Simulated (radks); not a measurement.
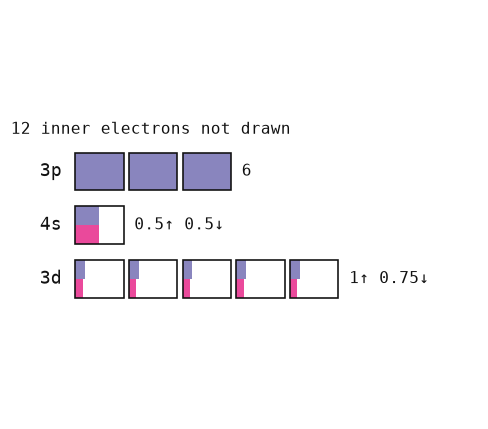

**Figure 1.** The outer shells as the input fills them: a box for each of the 2l + 1 orbitals, shaded by the share of the shell that is filled, up spin in the upper half and down spin in the lower, with the electron count at the right.

## Atomic calculation for Ti (charge +1.25)

System: Ti (charge +1.25), configuration [Ar] 4s0.5 4s0.5 3d1 3d0.75.
Method: non-relativistic Kohn-Sham, SCAN, spin-polarised, spherical densities, point nucleus (radks).

**Input**
```
Z 22
configuration [Ar] 4s0.5 4s0.5 3d1 3d0.75
relativity non-relativistic
functional scan,scan
spin polarised
nucleus point
```

Energies in input and log are in hartree, lengths in bohr.

Hardware: 1 CPU thread, shared host.

**Log**
```
1s      1   1.0000        -178.88589418
2s      1   1.0000         -20.20003425
2p      1   3.0000         -16.89514782
3s      1   1.0000          -2.75931781
3p      1   3.0000          -1.86931929
4s      1   0.5000          -0.45106672
3d      1   1.0000          -0.53109844
1s      2   1.0000        -178.88596251
2s      2   1.0000         -20.19616652
2p      2   3.0000         -16.89234903
3s      2   1.0000          -2.74781218
3p      2   3.0000          -1.85803144
4s      2   0.5000          -0.44834667
3d      2   0.7500          -0.52009150
Etot -848.9619950710328
Ekin 848.2162854223957
Encl -2002.4353654453955
Eh 346.9428333400945
Exc -41.68574838812741
err 0.005128807289410354
it 170
```

**Outcome**

- outcome: not converged
- total energy: −848.961995 hartree
- kinetic energy: 848.216285 hartree
- electron–nucleus energy: −2002.4354 hartree
- Hartree energy: 346.942833 hartree
- exchange–correlation energy: −41.685748 hartree
- SCF iterations: 170
- wall time: 2.4 s

**Diagnosis**

The run did not meet its convergence test in 170 iterations, so its last values are not results.
